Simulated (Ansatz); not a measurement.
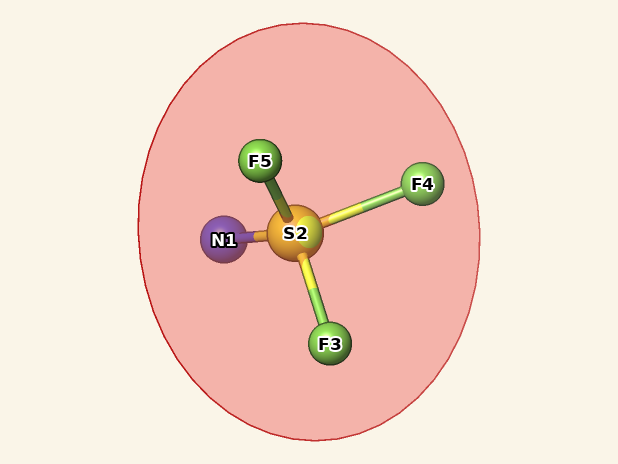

A disc through the centre of mass is drawn in. Depth is shown by fading: the farther an atom, the more it takes the colour of the background. The computed structure is the end point of a PBE0-D4/def2-TZVP optimisation.

Is the plane of the disc a mirror plane of the structure?

No. The point group is C3v, with 1 C3 axis and 3 mirror planes, and this plane isn't one of its mirror planes.
